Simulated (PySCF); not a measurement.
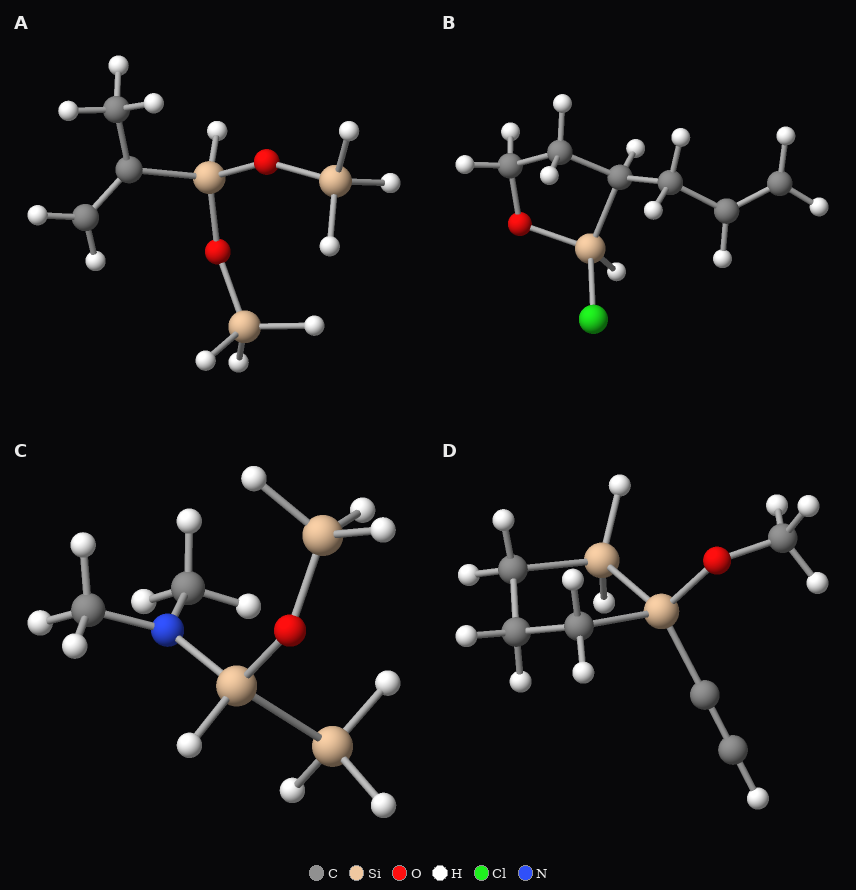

Simulated data, not a measurement (program: PySCF).

```xyz
20
charge 0, multiplicity 1
C    -1.4791   -1.8870    0.7176
C    -1.5843   -0.7280    0.0526
C    -2.8183    0.1263    0.0920
Si   -0.1393   -0.1409   -0.9710
O     1.1868   -1.0829   -0.6763
Si    2.5759   -1.3172    0.1960
O     0.1622    1.4360   -0.5667
Si    1.2060    2.6377   -0.1145
H    -0.5711   -2.4963    0.6738
H    -2.3008   -2.2733    1.3338
H    -3.2558    0.2401   -0.9147
H    -3.5902   -0.2991    0.7514
H    -2.5804    1.1438    0.4427
H    -0.4101   -0.1911   -2.4324
H     2.2505   -1.6239    1.6213
H     3.3197   -2.4615   -0.4014
H     3.4263   -0.0893    0.1459
H     2.2428    2.8581   -1.1672
H     0.4235    3.8912    0.0807
H     1.8884    2.2776    1.1652
```

> Which picture belongs to the input above?

A. The file holds C3H12O2Si3, `C=C(C)[SiH](O[SiH3])O[SiH3]`.
